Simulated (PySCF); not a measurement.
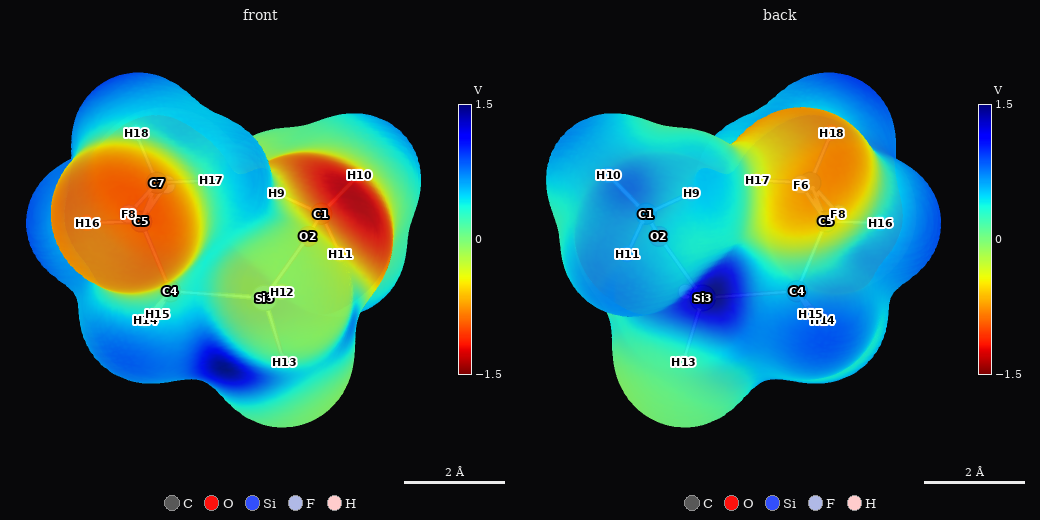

Figure 1: C4H10F2OSi. The electrostatic potential painted on the density surface at 0.002 e/bohr³, seen from the front and from behind; the colour scale runs from red (negative) to blue (positive).

Geometry: GFN2-xTB.

Theory: PBE0/pcSseg-1, SCF density, gas phase, non-relativistic in PySCF 2.14.0.

| atom | x (Å) | y (Å) | z (Å) |
| --- | --- | --- | --- |
| C | 2.4360 | 0.9171 | -0.4223 |
| O | 1.6103 | 0.3539 | 0.5571 |
| Si | 0.7986 | -1.0414 | 0.6232 |
| C | -0.6449 | -1.2175 | -0.6315 |
| C | -1.3844 | 0.0615 | -0.9887 |
| F | -0.5351 | 0.9322 | -1.6519 |
| C | -1.9325 | 0.8143 | 0.2224 |
| F | -2.8629 | 0.0397 | 0.8626 |
| H | 1.8555 | 1.1921 | -1.3044 |
| H | 2.8916 | 1.8125 | 0.0026 |
| H | 3.2220 | 0.2178 | -0.7145 |
| H | 0.3143 | -0.9361 | 1.9922 |
| H | 1.6605 | -2.2027 | 0.3761 |
| H | -1.3813 | -1.9094 | -0.2251 |
| H | -0.2865 | -1.6571 | -1.5646 |
| H | -2.2028 | -0.1426 | -1.6950 |
| H | -1.1346 | 1.0349 | 0.9364 |
| H | -2.4328 | 1.7371 | -0.0898 |

### Describe the electrostatic potential map.

The most negative region (about −1.3 V) lies over O2, the most positive (about +1.4 V) over Si3. O2 is the likeliest acceptor of a hydrogen bond.

### What dipole moment does the calculation give?

Its dipole moment is 1.48 D.
